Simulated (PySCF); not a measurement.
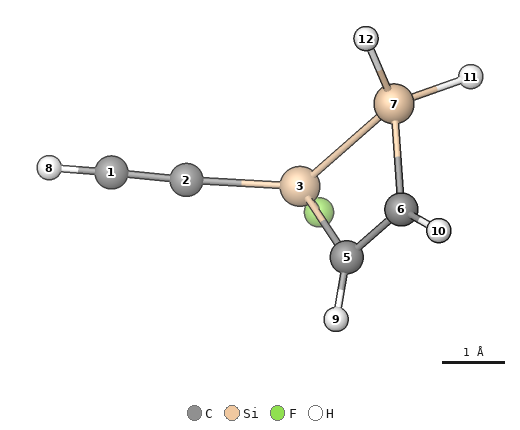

Fig. 1: The structure as given in the input (ball-and-stick view, seen at a tilt; atoms are numbered from 1 in the order of the input). Bond lengths as drawn: C–C 1.23 to 1.35 Å, C–H 1.02 to 1.07 Å, C–Si 1.86 to 1.91 Å, F–Si 1.58 Å, H–Si 1.46 to 1.48 Å and Si–Si 2.34 Å.

C$_{4}$H$_{5}$FSi$_{2}$: geometry relaxation

C$_{4}$H$_{5}$FSi$_{2}$, computed with PBE0-D3(BJ)/def2-SVP geometry optimisation, gas phase (PySCF 2.14.0).

The program's output:
```
step   0  E = -833.32031698  max force = 0.072202
step   1  E = -833.32583943  max force = 0.017131
step   2  E = -833.32745505  max force = 0.008019
step   3  E = -833.32879447  max force = 0.008707
step   4  E = -833.32927555  max force = 0.005193
step   5  E = -833.32957293  max force = 0.001872
step   6  E = -833.32964741  max force = 0.001822
step   7  E = -833.32967426  max force = 0.001194
step   8  E = -833.32968544  max force = 0.000901
step   9  E = -833.32969448  max force = 0.000618
step  10  E = -833.32970255  max force = 0.000688
step  11  E = -833.32970845  max force = 0.000679
step  12  E = -833.32971322  max force = 0.000525
step  13  E = -833.32971830  max force = 0.000384
optimisation converged
```

Trajectory as extended XYZ (Å, eV, eV/Å), 14 frames, from step=0 to step=13:
```
12
Properties=species:S:1:pos:R:3:forces:R:3 step=0 energy=-22675.80082
C     0.5209   -3.0484    1.2871   -1.6537   3.7128  -1.0415
C     0.0320   -1.9581    0.9841    0.7140  -0.7316   0.3187
Si   -0.6275   -0.2748    0.5530    1.5303  -0.5153  -1.3090
F    -2.0804   -0.2808    1.1796   -1.6146   0.1675   0.7507
C    -0.5916    0.1496   -1.3046    0.3913   0.3728   2.0311
C     0.0802    1.3193   -1.3596    0.0373  -0.3424   1.2804
Si    0.5573    1.7444    0.4390   -0.3644  -0.2970  -0.5039
H     0.9025   -3.9629    1.5312    0.9896  -2.3305   0.6263
H    -0.9960   -0.3537   -2.1343   -0.6461  -0.8240  -1.5093
H     0.2783    1.8432   -2.2680    0.2221   0.5630  -0.9951
H    -0.0336    3.0076    0.9264   -0.1893   0.2322   0.2146
H     1.9978    1.7865    0.7013    0.5833  -0.0075   0.1372
12
Properties=species:S:1:pos:R:3:forces:R:3 step=1 energy=-22675.95110
C     0.3321   -3.0696    1.1416    0.8809  -0.8198   0.5019
C     0.1358   -1.8783    1.0221   -0.6964   0.6232  -0.3679
Si   -0.5850   -0.2516    0.5749   -0.3700   0.0246   0.2824
F    -2.0867   -0.2223    1.2616    0.6115  -0.0197  -0.2513
C    -0.5601    0.1364   -1.2550   -0.2526  -0.1849  -0.1884
C     0.1251    1.3038   -1.3240    0.0648   0.1469  -0.1027
Si    0.5979    1.7600    0.4554   -0.0264  -0.0709   0.0166
H     0.6935   -4.0715    1.3591   -0.3439   0.2521  -0.2009
H    -0.9760   -0.3887   -2.1346    0.1172   0.1393   0.2008
H     0.3294    1.8261   -2.2728    0.0103  -0.0975   0.0973
H    -0.0320    3.0106    0.9765   -0.0121   0.0090   0.0050
H     2.0661    1.8167    0.7287    0.0167  -0.0022   0.0073
12
Properties=species:S:1:pos:R:3:forces:R:3 step=2 energy=-22675.99506
C     0.3676   -3.0578    1.1611    0.4124   0.3323   0.2277
C     0.1207   -1.8712    1.0132   -0.3463  -0.3697  -0.2010
Si   -0.5978   -0.2505    0.5649   -0.1852   0.0783   0.1515
F    -2.0823   -0.2166    1.2591    0.2532  -0.0164  -0.0970
C    -0.5840    0.1441   -1.2632   -0.0600  -0.0208   0.0148
C     0.1255    1.2992   -1.3264    0.0065   0.0354  -0.0344
Si    0.5955    1.7485    0.4558    0.0312  -0.0434   0.0149
H     0.7086   -4.0598    1.3662   -0.1485  -0.0086  -0.0856
H    -1.0003   -0.3694   -2.1407    0.0253   0.0312   0.0210
H     0.3477    1.8124   -2.2722    0.0159  -0.0227  -0.0028
H    -0.0253    3.0034    0.9800   -0.0073  -0.0043  -0.0098
H     2.0640    1.7892    0.7355    0.0028   0.0086   0.0007
12
Properties=species:S:1:pos:R:3:forces:R:3 step=3 energy=-22676.03151
C     0.4319   -3.0219    1.1931    0.0046   0.4477   0.0014
C     0.0801   -1.8716    0.9925   -0.0941  -0.3405  -0.1032
Si   -0.6348   -0.2515    0.5513    0.1712   0.1116  -0.0308
F    -2.0954   -0.2058    1.2568   -0.2340  -0.0122   0.1188
C    -0.6260    0.1631   -1.2712    0.1130   0.0863   0.0783
C     0.1280    1.2916   -1.3324   -0.0402  -0.0680   0.1008
Si    0.5965    1.7193    0.4571    0.0936   0.0040  -0.0139
H     0.7617   -4.0225    1.3854    0.0674  -0.1960   0.0386
H    -1.0456   -0.3304   -2.1515   -0.0778  -0.0719  -0.1251
H     0.3806    1.7892   -2.2765    0.0073   0.0243  -0.0548
H    -0.0017    2.9843    0.9839   -0.0055  -0.0026  -0.0125
H     2.0646    1.7277    0.7451   -0.0057   0.0173   0.0023
12
Properties=species:S:1:pos:R:3:forces:R:3 step=4 energy=-22676.04460
C     0.4691   -2.9930    1.2070   -0.0919   0.2137  -0.0496
C     0.0431   -1.8760    0.9723   -0.0059  -0.1760  -0.0444
Si   -0.6669   -0.2499    0.5431    0.1944   0.0639  -0.0773
F    -2.1225   -0.1950    1.2552   -0.2670  -0.0075   0.1347
C    -0.6544    0.1724   -1.2787    0.1065   0.0539   0.1063
C     0.1290    1.2811   -1.3292   -0.0271  -0.0446  -0.0057
Si    0.6043    1.6983    0.4598    0.0582  -0.0132  -0.0063
H     0.8233   -3.9860    1.4058    0.0926  -0.0952   0.0504
H    -1.0810   -0.3082   -2.1652   -0.0555  -0.0310  -0.0596
H     0.3989    1.7714   -2.2729    0.0115   0.0326  -0.0361
H     0.0253    2.9730    0.9849   -0.0052  -0.0049  -0.0129
H     2.0717    1.6836    0.7513   -0.0106   0.0084   0.0004
12
Properties=species:S:1:pos:R:3:forces:R:3 step=5 energy=-22676.05269
C     0.5013   -2.9610    1.2148   -0.0871  -0.0377  -0.0528
C    -0.0028   -1.8852    0.9486    0.0337   0.0113   0.0100
Si   -0.7063   -0.2494    0.5389    0.0918   0.0304  -0.0230
F    -2.1637   -0.1837    1.2574   -0.0963  -0.0083   0.0471
C    -0.6806    0.1861   -1.2781    0.0153  -0.0047  -0.0795
C     0.1343    1.2709   -1.3330   -0.0010  -0.0284   0.0554
Si    0.6134    1.6699    0.4598    0.0322   0.0061  -0.0200
H     0.9096   -3.9328    1.4320    0.0527   0.0361   0.0281
H    -1.1219   -0.2804   -2.1682   -0.0314  -0.0046   0.0106
H     0.4212    1.7543   -2.2771   -0.0082  -0.0049   0.0143
H     0.0571    2.9556    0.9815   -0.0034   0.0028  -0.0015
H     2.0784    1.6273    0.7568    0.0017   0.0018   0.0115
12
Properties=species:S:1:pos:R:3:forces:R:3 step=6 energy=-22676.05472
C     0.5069   -2.9492    1.2120   -0.0181  -0.0937  -0.0195
C    -0.0178   -1.8855    0.9393    0.0212   0.0534   0.0198
Si   -0.7188   -0.2473    0.5357   -0.0392   0.0027  -0.0031
F    -2.1787   -0.1782    1.2575    0.0174  -0.0093  -0.0031
C    -0.6936    0.1869   -1.2830   -0.0012  -0.0102   0.0203
C     0.1355    1.2609   -1.3292    0.0080   0.0046  -0.0575
Si    0.6195    1.6601    0.4607    0.0001  -0.0202   0.0037
H     0.9488   -3.9038    1.4428    0.0102   0.0487   0.0058
H    -1.1447   -0.2726   -2.1728    0.0016   0.0237   0.0321
H     0.4283    1.7433   -2.2719    0.0046   0.0042   0.0051
H     0.0715    2.9508    0.9796   -0.0028  -0.0022  -0.0073
H     2.0831    1.6061    0.7627   -0.0017  -0.0017   0.0036
12
Properties=species:S:1:pos:R:3:forces:R:3 step=7 energy=-22676.05545
C     0.5069   -2.9478    1.2091   -0.0001  -0.0337  -0.0090
C    -0.0207   -1.8847    0.9387    0.0157   0.0272   0.0150
Si   -0.7230   -0.2467    0.5367   -0.0614   0.0070   0.0141
F    -2.1830   -0.1772    1.2602    0.0463  -0.0102  -0.0172
C    -0.6979    0.1891   -1.2811   -0.0088  -0.0069  -0.0047
C     0.1377    1.2579   -1.3318    0.0054   0.0024  -0.0105
Si    0.6207    1.6561    0.4592    0.0107  -0.0127  -0.0004
H     0.9643   -3.8932    1.4451   -0.0034   0.0180  -0.0010
H    -1.1557   -0.2673   -2.1685   -0.0020   0.0110   0.0121
H     0.4324    1.7389   -2.2745   -0.0005  -0.0037   0.0034
H     0.0751    2.9488    0.9752   -0.0026   0.0001  -0.0056
H     2.0832    1.5978    0.7651    0.0007   0.0014   0.0038
12
Properties=species:S:1:pos:R:3:forces:R:3 step=8 energy=-22676.05575
C     0.5084   -2.9456    1.2067    0.0069   0.0056  -0.0029
C    -0.0202   -1.8820    0.9398    0.0105   0.0063   0.0062
Si   -0.7257   -0.2456    0.5382   -0.0464   0.0136   0.0089
F    -2.1837   -0.1772    1.2643    0.0277  -0.0089  -0.0074
C    -0.7034    0.1903   -1.2795   -0.0025  -0.0013  -0.0010
C     0.1388    1.2538   -1.3330    0.0009   0.0001   0.0067
Si    0.6220    1.6536    0.4577    0.0158  -0.0100  -0.0010
H     0.9734   -3.8863    1.4438   -0.0048  -0.0079  -0.0018
H    -1.1665   -0.2633   -2.1649   -0.0056   0.0017  -0.0028
H     0.4353    1.7325   -2.2763   -0.0009  -0.0038  -0.0020
H     0.0777    2.9486    0.9694   -0.0023   0.0009  -0.0047
H     2.0838    1.5928    0.7671    0.0007   0.0036   0.0018
12
Properties=species:S:1:pos:R:3:forces:R:3 step=9 energy=-22676.05600
C     0.5133   -2.9408    1.2036    0.0064   0.0318   0.0008
C    -0.0186   -1.8775    0.9415    0.0076  -0.0117  -0.0019
Si   -0.7298   -0.2433    0.5416   -0.0143   0.0163  -0.0017
F    -2.1841   -0.1773    1.2727   -0.0019  -0.0065   0.0083
C    -0.7122    0.1915   -1.2763    0.0034   0.0018   0.0019
C     0.1394    1.2473   -1.3341   -0.0030  -0.0008   0.0146
Si    0.6243    1.6508    0.4555    0.0150  -0.0063  -0.0015
H     0.9844   -3.8786    1.4391   -0.0042  -0.0216  -0.0022
H    -1.1822   -0.2587   -2.1594   -0.0074  -0.0051  -0.0104
H     0.4385    1.7211   -2.2789   -0.0007  -0.0031  -0.0046
H     0.0818    2.9493    0.9599   -0.0013   0.0009  -0.0030
H     2.0852    1.5877    0.7684    0.0004   0.0044  -0.0004
12
Properties=species:S:1:pos:R:3:forces:R:3 step=10 energy=-22676.05622
C     0.5219   -2.9338    1.1987    0.0033   0.0354   0.0047
C    -0.0147   -1.8712    0.9436    0.0034  -0.0200  -0.0092
Si   -0.7344   -0.2395    0.5478    0.0206   0.0139  -0.0116
F    -2.1834   -0.1778    1.2874   -0.0269  -0.0029   0.0216
C    -0.7242    0.1924   -1.2708    0.0057   0.0031   0.0027
C     0.1389    1.2384   -1.3351   -0.0059  -0.0009   0.0135
Si    0.6273    1.6485    0.4520    0.0079  -0.0012  -0.0020
H     0.9963   -3.8711    1.4292   -0.0024  -0.0211  -0.0027
H    -1.2028   -0.2550   -2.1508   -0.0062  -0.0081  -0.0098
H     0.4409    1.7045   -2.2827    0.0001  -0.0018  -0.0043
H     0.0867    2.9518    0.9462    0.0000   0.0002  -0.0004
H     2.0876    1.5845    0.7678    0.0004   0.0034  -0.0024
12
Properties=species:S:1:pos:R:3:forces:R:3 step=11 energy=-22676.05638
C     0.5308   -2.9282    1.1933   -0.0005   0.0185   0.0066
C    -0.0090   -1.8655    0.9452   -0.0007  -0.0150  -0.0120
Si   -0.7365   -0.2357    0.5551    0.0349   0.0061  -0.0122
F    -2.1802   -0.1789    1.3049   -0.0287   0.0007   0.0219
C    -0.7350    0.1921   -1.2644    0.0027   0.0027   0.0016
C     0.1366    1.2307   -1.3356   -0.0062  -0.0002   0.0056
Si    0.6298    1.6485    0.4482   -0.0008   0.0030  -0.0023
H     1.0044   -3.8679    1.4167    0.0003  -0.0095  -0.0026
H    -1.2205   -0.2547   -2.1411   -0.0026  -0.0063  -0.0033
H     0.4399    1.6892   -2.2865    0.0003  -0.0005  -0.0017
H     0.0896    2.9554    0.9336    0.0010  -0.0007   0.0016
H     2.0900    1.5865    0.7640    0.0005   0.0013  -0.0033
12
Properties=species:S:1:pos:R:3:forces:R:3 step=12 energy=-22676.05651
C     0.5383   -2.9257    1.1884   -0.0031  -0.0033   0.0062
C    -0.0022   -1.8622    0.9456   -0.0030  -0.0038  -0.0104
Si   -0.7350   -0.2331    0.5617    0.0270  -0.0037  -0.0043
F    -2.1741   -0.1807    1.3216   -0.0125   0.0035   0.0111
C    -0.7426    0.1910   -1.2586   -0.0026   0.0020   0.0005
C     0.1321    1.2264   -1.3360   -0.0045   0.0006  -0.0025
Si    0.6309    1.6508    0.4446   -0.0065   0.0050  -0.0022
H     1.0086   -3.8688    1.4055    0.0030   0.0033  -0.0018
H    -1.2325   -0.2575   -2.1322    0.0010  -0.0022   0.0033
H     0.4348    1.6797   -2.2897   -0.0007   0.0005   0.0009
H     0.0897    2.9589    0.9255    0.0013  -0.0011   0.0024
H     2.0920    1.5928    0.7571    0.0007  -0.0008  -0.0032
12
Properties=species:S:1:pos:R:3:forces:R:3 step=13 energy=-22676.05665
C     0.5459   -2.9257    1.1839   -0.0041  -0.0197   0.0040
C     0.0062   -1.8611    0.9448   -0.0030   0.0071  -0.0058
Si   -0.7305   -0.2319    0.5677    0.0083  -0.0127   0.0066
F    -2.1647   -0.1834    1.3385    0.0090   0.0056  -0.0042
C    -0.7490    0.1894   -1.2531   -0.0074   0.0009   0.0000
C     0.1250    1.2249   -1.3366   -0.0018   0.0011  -0.0076
Si    0.6310    1.6545    0.4406   -0.0085   0.0049  -0.0013
H     1.0127   -3.8718    1.3960    0.0050   0.0123  -0.0007
H    -1.2423   -0.2621   -2.1235    0.0031   0.0021   0.0073
H     0.4245    1.6752   -2.2929   -0.0027   0.0015   0.0024
H     0.0876    2.9618    0.9212    0.0013  -0.0010   0.0023
H     2.0935    1.6020    0.7468    0.0009  -0.0021  -0.0029
```

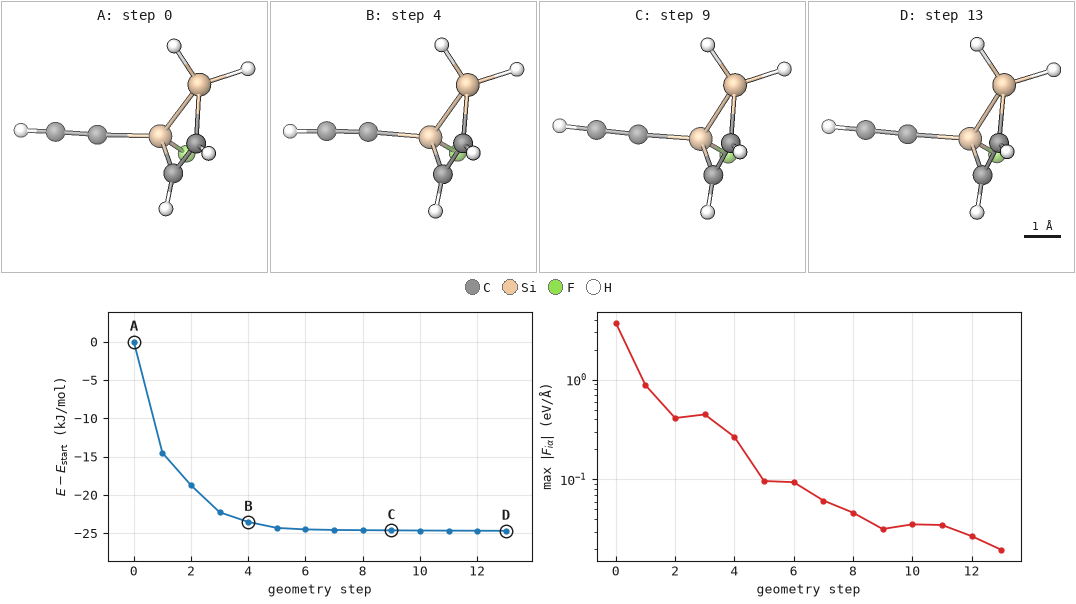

Fig. 2: Frames of the relaxation (ball-and-stick view, seen at a tilt) above the curves, on which the letters mark them (steps are counted from 0).

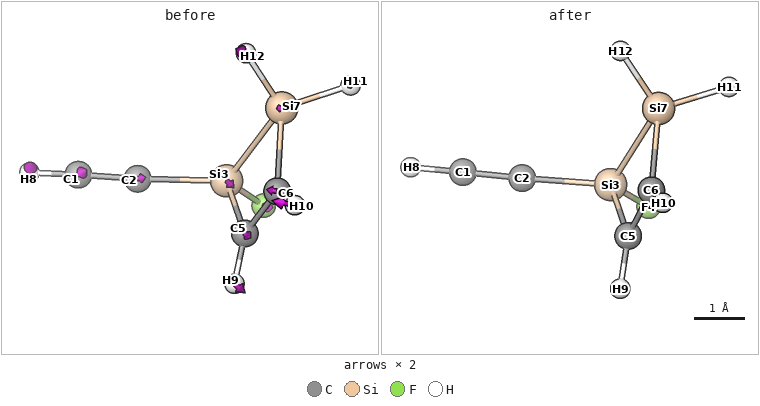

Fig. 3: Before (left) and after (right) the relaxation, at one scale (ball-and-stick view, seen at a tilt). The pink arrows give the displacements, magnified 2 times. Over 13 geometry steps the energy falls by 24.7 kJ/mol. Largest force component: 3.7 eV/Å at the start, 0.02 eV/Å at the end. The largest move after the best rigid fit is that of H10, 0.25 Å. Largest moves by element: H 0.25 Å, C 0.17 Å, F 0.15 Å, Si 0.12 Å. Distances before and after: C1–H8 1.021 → 1.076 Å, Si3–F4 1.582 → 1.629 Å, C5–H9 1.051 → 1.098 Å, Si3–C5 1.906 → 1.869 Å. Among the angles that change: C2–Si3–Si7 127.7° → 119.8°, C2–Si3–F4 103.3° → 106.5°, Si3–Si7–H11 121.2° → 118.6°. (Atoms are counted from 1 in the order of the input.)

This output came from the following input.

Input file:
```
{"job": {"xc": "PBE0", "basis": "def2-SVP", "d3": "d3bj", "grid": 1, "shake": 0.01, "kind": "geom"}, "charge": 0, "multiplicity": 1}
C      0.520890    -3.048370     1.287090
C      0.032000    -1.958070     0.984080
Si    -0.627530    -0.274850     0.552960
F     -2.080450    -0.280800     1.179590
C     -0.591590     0.149570    -1.304620
C      0.080170     1.319280    -1.359620
Si     0.557300     1.744360     0.439010
H      0.902480    -3.962920     1.531190
H     -0.996040    -0.353690    -2.134320
H      0.278260     1.843150    -2.268040
H     -0.033650     3.007550     0.926440
H      1.997830     1.786540     0.701340
```

The first line tells a small driver script what to run in PySCF; the rest is the geometry in Å.

Run as:
```bash
OMP_NUM_THREADS=1 python <driver script> task.json out
```

Summary:

```csv
quantity,value
outcome,converged
total energy,−833.329718 hartree
dipole moment,1.99 D
point group,C1
hardware,"1 CPU thread, shared host"
wall time,100 s
peak memory,0.51 GiB
```
